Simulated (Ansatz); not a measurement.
# USVWN5/STO-3G run of GaH2O (SMILES [O][GaH2])

What is the energy change on altering one bond length of GaH2O at USVWN5/STO-3G? 

The calculation is run with Ansatz 0.2.0.

64 further runs of the same task are left out: 34 that didn't finish, 30 set aside as unsound or not needed.

**1. The structure to begin with**

GaH2O: 4 atoms, total charge 0, spin state doublet. As SMILES, `[O][GaH2]`. The coordinates come from a PBE0-D4/def2-TZVP relaxation.

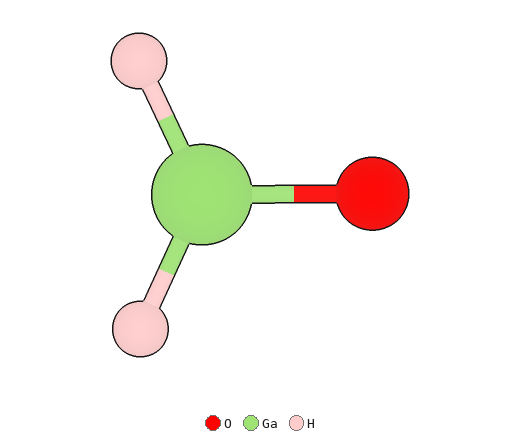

Viewed from a chosen angle; oxygen red, gallium green, hydrogen pink.

**2. A single-point energy at USVWN5/STO-3G**

File input.yaml:

```yaml
crystal:
  periodic: [false, false, false]
  atoms:
    - {symbol: O, position_ang: [-0.885700, -0.494600, 1.322100]}
    - {symbol: Ga, position_ang: [0.078800, 0.019500, -0.100900]}
    - {symbol: H, position_ang: [-0.675200, -0.040800, -1.460300]}
    - {symbol: H, position_ang: [1.537600, 0.455600, 0.218700]}
basis:
  gaussian:
    orbitals: STO-3G
magnetization:
  spin_polarized: true
  initial_magnetization: 1
hamiltonian:
  xc: {name: SVWN5}
accuracy: high
```

Started as:

```
$ ansatz run input.yaml --threads 1 --pin off --max-ram 2610MiB --events-out events.jsonl --progress --plain --runs-dir runs
```

Log:

```text
Warning: RAYON_NUM_THREADS=1 ignored (pool sized by the plan → 1); use --threads N
Functional definition: SVWN5
  name "SVWN5"
  exchange = slater_x
  correlation = vwn5_c
360 factors; integrals over basis functions are off by at most 2.3e-8 eV
mean field evaluation 1: about -52914.0190 eV, gradient 2.2e2 eV
mean field evaluation 2: about -53346.9058 eV, gradient 1.1e2 eV
mean field evaluation 4: about -53519.2854 eV, gradient 1.0e2 eV
mean field evaluation 8: about -53614.6700 eV, gradient 4.6e1 eV
mean field evaluation 16: about -53710.3761 eV, gradient 7.5e-4 eV
mean field evaluation 32: about -53679.6878 eV, gradient 5.0e1 eV
mean field evaluation 64: about -53708.9913 eV, gradient 6.7e0 eV
mean field -53710.37613851 eV, -1973.8199168899 hartree, gradient 2.8e-8 eV, S^2 0.766175; 3 other end points of the search recorded, 0 dependent functions left out
reference -53710.37614015 eV, -1973.8199169501 hartree; 21, 20 occupied and 4, 5 virtual orbitals, 360 factors
Total energy: -53710.37614015 eV, -1973.8199169501 hartree
```

Run time: 1.8 s. Hardware: 1 thread of Arm Neoverse V2, shared host; peak memory 0.1 GiB.

**3. The distorted shape at the same level**

File in.yaml:

```yaml
crystal:
  periodic: [false, false, false]
  atoms:
    - {symbol: O, position_ang: [-1.126843, -0.623135, 1.677877]}
    - {symbol: Ga, position_ang: [0.078800, 0.019500, -0.100900]}
    - {symbol: H, position_ang: [-0.675200, -0.040800, -1.460300]}
    - {symbol: H, position_ang: [1.537600, 0.455600, 0.218700]}
basis:
  gaussian:
    orbitals: STO-3G
magnetization:
  spin_polarized: true
  initial_magnetization: 1
hamiltonian:
  xc: {name: SVWN5}
accuracy: high
```

Started as:

```
$ ansatz run in.yaml --threads 1 --pin off --max-ram 2610MiB --events-out events.jsonl --progress --plain --runs-dir runs
```

Log:

```text
Warning: RAYON_NUM_THREADS=1 ignored (pool sized by the plan → 1); use --threads N
Functional definition: SVWN5
  name "SVWN5"
  exchange = slater_x
  correlation = vwn5_c
347 factors; integrals over basis functions are off by at most 2.7e-8 eV
mean field evaluation 1: about -52892.2032 eV, gradient 2.0e2 eV
mean field evaluation 2: about -53294.0953 eV, gradient 4.6e1 eV
mean field evaluation 4: about -53431.3428 eV, gradient 9.3e1 eV
mean field evaluation 8: about -53672.4834 eV, gradient 4.2e1 eV
mean field evaluation 16: about -53707.5053 eV, gradient 3.2e-2 eV
mean field evaluation 32: about -53706.6510 eV, gradient 5.7e0 eV
mean field evaluation 64: about -53707.4119 eV, gradient 1.5e0 eV
mean field evaluation 96: about -53706.2391 eV, gradient 4.4e0 eV
mean field evaluation 128: about -53706.8524 eV, gradient 5.1e0 eV
mean field -53707.50532690 eV, -1973.7144165090 hartree, gradient 1.3e-8 eV, S^2 0.994360; 10 other end points of the search recorded, 0 dependent functions left out
reference -53707.50532851 eV, -1973.7144165681 hartree; 21, 20 occupied and 4, 5 virtual orbitals, 347 factors
Total energy: -53707.50532851 eV, -1973.7144165681 hartree
```

Wall time 3.3 s (1 thread of Arm Neoverse V2, shared host); peak memory 0.1 GiB.

**4. Summary of results**

At USVWN5/STO-3G:

| quantity | value |
| --- | --- |
| first shape: total energy | -1973.81992 Eh |
| first shape: ⟨S²⟩ | 0.766 |
| distorted shape: total energy | -1973.71442 Eh |
| distorted shape: ⟨S²⟩ | 0.994 |
| energy change with the O1–Ga2 bond stretched from 1.794 to 2.243 Å | 2.871 eV |

In words: With the O1–Ga2 bond stretched from 1.794 to 2.243 Å the energy rises by 2.87 eV (277 kJ/mol). The first shape isn't relaxed at this level, so the change isn't measured from a minimum. The minimal basis adds a large error of its own. ⟨S²⟩ (distorted shape) is 0.99 where a pure doublet has 0.75: the reference is spin-contaminated.
